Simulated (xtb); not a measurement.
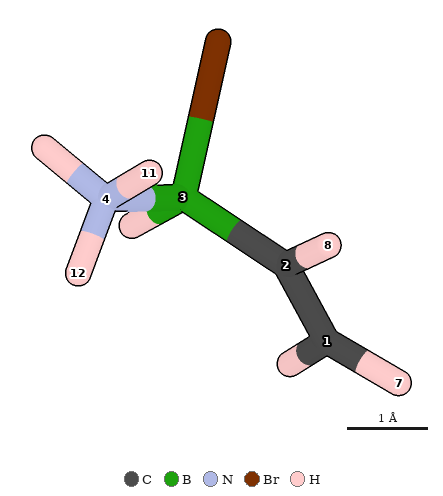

*The structure as given in the input (stick view, seen at a tilt; atoms are numbered from 1 in the order of the input).*

Bond lengths as drawn: B–Br 2.01 Å, B–C 1.59 Å, B–H 1.18 Å, B–N 1.66 Å, C–C 1.32 Å, C–H 1.08 to 1.09 Å and H–N 1.02 Å.

Geometry relaxation of C₂H₇BBrN (part 1 of 3)

The run: geometry relaxation of C₂H₇BBrN, SMILES C=C[BH-]([NH3+])Br. Method and program: GFN2-xTB (xtb 6.7.1).

The geometry comes from this level: GFN2-xTB.

**What the program printed**
```
* xtb version 6.7.1
   ID    Z sym.   atoms
    1    6 c      1, 2
    2    5 b      3
    3    7 n      4
    4   35 br     5
    5    1 h      6-12

           -------------------------------------------------
          |                Calculation Setup                |
           -------------------------------------------------

          program call               : xtb coord --gfn 2 --opt vtight -I xtb.inp
          coordinate file            : coord
          omp threads                :                     1

           -------------------------------------------------
          |                 G F N 2 - x T B                 |
           -------------------------------------------------

      * Hamiltonian:
        H0-scaling (s, p, d)           1.850000    2.230000    2.230000
        zeta-weighting                 0.500000
      * Dispersion:
        s8                             2.700000
        a1                             0.520000
        a2                             5.000000
        s9                             5.000000
      * Repulsion:
        kExp                           1.500000    1.000000
        rExp                           1.000000
      * Coulomb:
        alpha                          2.000000
        third order                    shell-resolved
        anisotropic                    true
        a3                             3.000000
        a5                             4.000000
        cn-shift                       1.200000
        cn-exp                         4.000000
        max-rad                        5.000000

          ...................................................
          :                      SETUP                      :
          :.................................................:
          :  # basis functions                  33          :
          :  # atomic orbitals                  32          :
          :  # shells                           18          :
          :  # electrons                        30          :
          :  max. iterations                   250          :
          :  Hamiltonian                  GFN2-xTB          :
          :  restarted?                      false          :
          :  GBSA solvation                  false          :
          :  PC potential                    false          :
          :  electronic temp.          300.0000000     K    :
          :  accuracy                    1.0000000          :
          :  -> integral cutoff          0.2500000E+02      :
          :  -> integral neglect         0.1000000E-07      :
          :  -> SCF convergence          0.1000000E-05 Eh   :
          :  -> wf. convergence          0.1000000E-03 e    :
          :  Broyden damping             0.4000000          :
          :  net charge                          0          :
          :  unpaired electrons                  0          :
          ...................................................

 iter      E             dE          RMSdq      gap      omega  full diag
   1    -16.0454014 -0.160454E+02  0.724E+00    4.80       0.0  T
   2    -16.2390166 -0.193615E+00  0.523E+00    4.58       1.0  T
   3    -16.2552085 -0.161919E-01  0.270E+00    4.37       1.0  T
   4    -16.2600611 -0.485261E-02  0.162E+00    4.27       1.0  T
   5    -16.2732909 -0.132298E-01  0.693E-01    4.28       1.0  T
   6    -16.2731364  0.154494E-03  0.545E-01    4.31       1.0  T
   7    -16.2742510 -0.111464E-02  0.307E-01    4.29       1.0  T
   8    -16.2743679 -0.116931E-03  0.184E-01    4.30       1.0  T
   9    -16.2744423 -0.743493E-04  0.592E-02    4.31       1.0  T
  10    -16.2744575 -0.152567E-04  0.315E-02    4.31       1.0  T
  11    -16.2744696 -0.120504E-04  0.103E-02    4.31       2.8  T
  12    -16.2744698 -0.252459E-06  0.645E-03    4.31       4.5  T
  13    -16.2744703 -0.473928E-06  0.122E-03    4.31      23.7  T
  14    -16.2744703  0.486430E-08  0.849E-04    4.31      34.0  T
  15    -16.2744703 -0.571659E-08  0.205E-04    4.31     140.9  T

   *** convergence criteria satisfied after 15 iterations ***

         #    Occupation            Energy/Eh            Energy/eV
      -------------------------------------------------------------
         1        2.0000           -0.7878186             -21.4376
       ...           ...                  ...                  ...
         9        2.0000           -0.4582106             -12.4685
        10        2.0000           -0.4496283             -12.2350
        11        2.0000           -0.4204443             -11.4409
        12        2.0000           -0.4028946             -10.9633
        13        2.0000           -0.3936486             -10.7117
        14        2.0000           -0.3695018             -10.0547
        15        2.0000           -0.3623680              -9.8605 (HOMO)
        16                         -0.2039482              -5.5497 (LUMO)
        17                         -0.0623577              -1.6968
        18                         -0.0580491              -1.5796
        19                          0.0378430               1.0298
        20                          0.0741856               2.0187
       ...                                ...                  ...
        32                          0.6382856              17.3686
      -------------------------------------------------------------
                  HL-Gap            0.1584198 Eh            4.3108 eV
             Fermi-level           -0.2831581 Eh           -7.7051 eV

 SCC (total)                   0 d,  0 h,  0 min,  0.008 sec
 SCC setup                      ...        0 min,  0.000 sec (  1.159%)
 Dispersion                     ...        0 min,  0.000 sec (  0.603%)
 classical contributions        ...        0 min,  0.000 sec (  0.367%)
 integral evaluation            ...        0 min,  0.001 sec ( 12.735%)
 iterations                     ...        0 min,  0.004 sec ( 47.758%)
 molecular gradient             ...        0 min,  0.003 sec ( 35.997%)
 printout                       ...        0 min,  0.000 sec (  1.263%)

         :::::::::::::::::::::::::::::::::::::::::::::::::::::
         ::                     SUMMARY                     ::
         :::::::::::::::::::::::::::::::::::::::::::::::::::::
         :: total energy             -16.089401781341 Eh    ::
         :: gradient norm              0.000268465192 Eh/a0 ::
         :: HOMO-LUMO gap              4.310820860775 eV    ::
         ::.................................................::
         :: SCC energy               -16.274457898375 Eh    ::
         :: -> isotropic ES            0.060063795713 Eh    ::
         :: -> anisotropic ES          0.002140487367 Eh    ::
         :: -> anisotropic XC         -0.002803980879 Eh    ::
         :: -> dispersion             -0.007376062280 Eh    ::
         :: repulsion energy           0.185056117034 Eh    ::
         :: add. restraining           0.000000000000 Eh    ::
         :: total charge               0.000000000000 e     ::
         :::::::::::::::::::::::::::::::::::::::::::::::::::::

      -----------------------------------------------------------
     |                   =====================                   |
     |                        A N C O P T                        |
     |                   =====================                   |
     |               Approximate Normal Coordinate               |
     |                Rational Function Optimizer                |
      -----------------------------------------------------------
      -----------------------------------------------------------
     |                   =====================                   |
     |                        A N C O P T                        |
     |                   =====================                   |
     |               Approximate Normal Coordinate               |
     |                Rational Function Optimizer                |
      -----------------------------------------------------------

          ...................................................
          :                      SETUP                      :
          :.................................................:
          :   optimization level         verytight          :
          :   max. optcycles                   240          :
          :   ANC micro-cycles                  20          :
          :   degrees of freedom                30          :
          :.................................................:
          :   RF solver                   davidson          :
          :   write xtbopt.log                true          :
          :   linear?                        false          :
          :   energy convergence         0.1000000E-06 Eh   :
          :   grad. convergence          0.2000000E-03 Eh/α :
          :   maxmium RF displ.          1.0000000          :
          :   Hlow (freq-cutoff)         0.1000000E-01      :
          :   Hmax (freq-cutoff)         5.0000000          :
          :   S6 in model hess.         20.0000000          :
          ...................................................

generating ANC from exact Hessian ...
Using Lindh-Hessian (1995)
 Shifting diagonal of input Hessian by    7.5152643368180654E-003
 Lowest  eigenvalues of input Hessian
    0.000000    0.000000    0.000000    0.000000    0.000000    0.000000
    0.010000    0.011893    0.013129    0.013731    0.016134    0.021366
    0.028605    0.031756    0.041046    0.048251    0.059072    0.069951
 Highest eigenvalues
    1.017284    1.050283    1.381138    1.403740    1.407594    1.870559

........................................................................
.............................. CYCLE    1 ..............................
........................................................................

 iter      E             dE          RMSdq      gap      omega  full diag
   1    -16.2744703 -0.162745E+02  0.203E-05    4.31       0.0  T
   2    -16.2744703 -0.472511E-12  0.110E-05    4.31    2612.7  T
   3    -16.2744703 -0.170530E-12  0.913E-06    4.31    3162.9  T
     SCC iter.                  ...        0 min,  0.001 sec
     gradient                   ...        0 min,  0.002 sec
 * total energy  :   -16.0894018 Eh     change       -0.5261498E-09 Eh
   gradient norm :     0.0002685 Eh/α   predicted     0.0000000E+00 (-100.00%)
   displ. norm   :     0.0068117 α      lambda       -0.5832362E-06
   maximum displ.:     0.0034053 α      in ANC's #4, #1, #9, ...

........................................................................
.............................. CYCLE    2 ..............................
........................................................................

 iter      E             dE          RMSdq      gap      omega  full diag
   1    -16.2745361 -0.162745E+02  0.702E-03    4.31       0.0  T
   2    -16.2745361 -0.213780E-08  0.420E-03    4.31       6.9  T
   3    -16.2745360  0.205447E-07  0.154E-03    4.31      18.8  T
   4    -16.2745361 -0.230705E-07  0.199E-04    4.31     144.7  T
   5    -16.2745361 -0.204636E-10  0.113E-04    4.31     256.4  T
     SCC iter.                  ...        0 min,  0.002 sec
     gradient                   ...        0 min,  0.003 sec
 * total energy  :   -16.0894020 Eh     change       -0.1691090E-06 Eh
   gradient norm :     0.0002085 Eh/α   predicted    -0.2925773E-06 (  73.01%)
   displ. norm   :     0.0056308 α      lambda       -0.4560287E-06
   maximum displ.:     0.0038254 α      in ANC's #4, #9, #1, ...

........................................................................
.............................. CYCLE    3 ..............................
........................................................................

 iter      E             dE          RMSdq      gap      omega  full diag
   1    -16.2745647 -0.162746E+02  0.575E-03    4.31       0.0  T
   2    -16.2745647 -0.288574E-08  0.347E-03    4.31       8.3  T
   3    -16.2745647  0.229115E-07  0.167E-03    4.31      17.3  T
   4    -16.2745647 -0.259443E-07  0.288E-04    4.31     100.4  T
   5    -16.2745647 -0.107018E-09  0.203E-04    4.31     142.4  T
     SCC iter.                  ...        0 min,  0.002 sec
     gradient                   ...        0 min,  0.002 sec
 * total energy  :   -16.0894022 Eh     change       -0.2621082E-06 Eh
   gradient norm :     0.0001945 Eh/α   predicted    -0.2294371E-06 ( -12.46%)
   displ. norm   :     0.0056662 α      lambda       -0.2810099E-06
   maximum displ.:     0.0037899 α      in ANC's #4, #6, #1, ...

........................................................................
.............................. CYCLE    4 ..............................
........................................................................

 iter      E             dE          RMSdq      gap      omega  full diag
   1    -16.2745347 -0.162745E+02  0.606E-03    4.31       0.0  T
   2    -16.2745348 -0.143846E-08  0.355E-03    4.31       8.1  T
   3    -16.2745347  0.164716E-07  0.152E-03    4.31      19.0  T
   4    -16.2745348 -0.192113E-07  0.420E-04    4.31      68.7  T
   5    -16.2745348 -0.150983E-09  0.296E-04    4.31      97.4  T
     SCC iter.                  ...        0 min,  0.002 sec
     gradient                   ...        0 min,  0.002 sec
 * total energy  :   -16.0894023 Eh     change       -0.1131826E-06 Eh
   gradient norm :     0.0001258 Eh/α   predicted    -0.1428373E-06 (  26.20%)
   displ. norm   :     0.0043789 α      lambda       -0.1804765E-06
   maximum displ.:     0.0027304 α      in ANC's #1, #3, #4, ...

........................................................................
.............................. CYCLE    5 ..............................
........................................................................

 iter      E             dE          RMSdq      gap      omega  full diag
   1    -16.2745116 -0.162745E+02  0.386E-03    4.31       0.0  T
   2    -16.2745116 -0.106197E-08  0.222E-03    4.31      13.0  T
   3    -16.2745116 -0.707345E-11  0.518E-04    4.31      55.7  T
   4    -16.2745116 -0.577785E-09  0.368E-04    4.31      78.5  T
     SCC iter.                  ...        0 min,  0.001 sec
     gradient                   ...        0 min,  0.002 sec
 * total energy  :   -16.0894025 Eh     change       -0.1626365E-06 Eh
   gradient norm :     0.0000928 Eh/α   predicted    -0.8960515E-07 ( -44.90%)
   displ. norm   :     0.0072727 α      lambda       -0.1538613E-06
   maximum displ.:     0.0053174 α      in ANC's #4, #1, #6, ...

........................................................................
.............................. CYCLE    6 ..............................
........................................................................

 iter      E             dE          RMSdq      gap      omega  full diag
   1    -16.2745117 -0.162745E+02  0.537E-03    4.31       0.0  T
   2    -16.2745117 -0.947541E-09  0.317E-03    4.31       9.1  T
   3    -16.2745117  0.156755E-08  0.627E-04    4.31      46.1  T
   4    -16.2745117 -0.232425E-08  0.346E-04    4.31      83.4  T
     SCC iter.                  ...        0 min,  0.002 sec
     gradient                   ...        0 min,  0.002 sec
 * total energy  :   -16.0894026 Eh     change       -0.8123413E-07 Eh
   gradient norm :     0.0001109 Eh/α   predicted    -0.7862468E-07 (  -3.21%)
   displ. norm   :     0.0070335 α      lambda       -0.1294586E-06
   maximum displ.:     0.0046707 α      in ANC's #4, #1, #3, ...

   *** GEOMETRY OPTIMIZATION CONVERGED AFTER 6 ITERATIONS ***

------------------------------------------------------------------------
 total energy gain   :        -0.0000008 Eh       -0.0005 kcal/mol
 total RMSD          :         0.0069760 a0        0.0037 Å
 total power (kW/mol):        -0.0003452 (step)   -0.0639 (real)
------------------------------------------------------------------------

 ANCopt (total)                0 d,  0 h,  0 min,  0.032 sec
 optimizer setup                ...        0 min,  0.000 sec (  0.220%)
 model hessian                  ...        0 min,  0.001 sec (  3.437%)
 ANC generation                 ...        0 min,  0.000 sec (  0.771%)
 coordinate transformation      ...        0 min,  0.000 sec (  0.138%)
 single point calculation       ...        0 min,  0.029 sec ( 89.961%)
 optimization log               ...        0 min,  0.000 sec (  1.108%)
 hessian update                 ...        0 min,  0.000 sec (  0.149%)
 rational function              ...        0 min,  0.001 sec (  1.979%)
```
